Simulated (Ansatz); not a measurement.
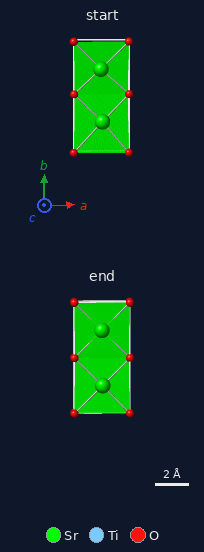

The structure of crystalline SrTiO (a generated structure, set up in P1) (coarse preliminary run) before (top) and after (bottom) a relaxation, at one scale.

A polyhedral model of the cell of the calculation, seen along the c axis.

Theory: Ansatz, DFT PBE, scalar-relativistic, plane waves, PAW.

Input file:
```yaml
crystal:
  lattice:
    - [-0.0081860553, -3.3557031338, -0.0136733456]
    - [-6.7644244836, -0.0163721106, 0.1034033859]
    - [0.1206073668, -0.0318965611, -7.8214960346]
  atoms:
    - { symbol: Sr, position: [0.4913197914, 0.7352285252, -0.0035634626] }
    - { symbol: Sr, position: [0.519186185, 0.2616411981, 0.0011115703] }
    - { symbol: Ti, position: [0.5004122373, 0.7547539466, 0.4982211512], spin: 2.44 }
    - { symbol: Ti, position: [0.4852868834, 0.2564692709, 0.4989855317], spin: 2.44 }
    - { symbol: O, position: [1.0047030782, 0.5097548544, -0.0075475534] }
    - { symbol: O, position: [0.9990918246, -0.0178477953, 0.0127927629] }
basis:
  ecutwfc: 420
kpoints:
  mp_grid: { grid: [6, 4, 4] }
hamiltonian:
  xc: pbe
scf:
  occupations: { method: gaussian, width: 0.2 }
  lower_state_search: "off"
output:
  forces: true
  stress: true
  eigenvalues: true
  populations: true
magnetization:
  spin_polarized: true
relax:
  adjacent_minimum: "off"
  f_tol: 0.025
  max_steps: 60
  cell: { stress_tol: 0.25 }
```

Run as
```bash
ansatz run input.yaml --threads 1 --pin off --max-ram 2560MiB --backend cpu --events-out ev --progress --plain --runs-dir out
```

**What changed between the two?**

The run was cut off at its time limit before the relaxation converged, so the last structure is only a point on the way. After 2 geometry steps the energy has fallen by 50.9 meV per atom. The largest force component goes from 1.7 to 0.16 eV/Å. The pressure goes from 0.80 to −0.21 GPa. The atom that moves furthest relative to the cell is Sr2 (0.11 Å along [−1 −3 0]). Largest moves by element: Sr 0.11 Å, O 0.11 Å, Ti 0.08 Å. The volume changes by +0.9 %, with a 3.356 → 3.385 Å (+0.9 %), b 6.765 → 6.753 Å (−0.2 %), c 7.822 → 7.843 Å (+0.3 %), α 91.8° → 92.7°, β 89.5° → 89.3°, γ 89.7° → 89.8°. Among the contacts that change: Sr1–Sr2 3.562 → 3.388 Å, Sr1–Sr2 (another image) 3.206 → 3.367 Å, Sr2–O6 2.582 → 2.430 Å, Sr1–O5 2.240 → 2.377 Å. Bond angles that change, for instance: Sr2–O6–Sr2 83.0° → 89.4°, O6–Sr2–O6 83.0° → 89.4°, Sr1–O5–Sr1 95.5° → 90.2°. The space group stays P1 (No. 1).
